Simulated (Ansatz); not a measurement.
Start from AlN in the zinc blende structure (space group F-43m, No. 216; a = 4.3777 Å).

Modification: every lattice vector is shortened by 2.50 %; the atoms relax in the strained cell.

All numbers come from PBEsol (Ansatz, an electronic-structure program, PAW, scalar-relativistic without spin-orbit coupling).

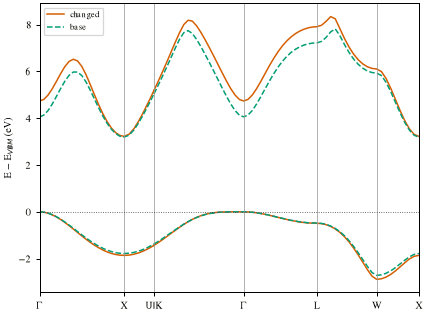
Fig. 1. Highest valence and lowest conduction band along the path, each from its own valence-band maximum

Problem. From the figure, how large is the changed gap, and is it direct?

Solution. About 3.2 eV, indirect, Γ → X.

Gaps are read on the SCF mesh and a high-symmetry path. Stability against distortions was not tested. This is not the structure that AlN has at room temperature and ambient pressure.
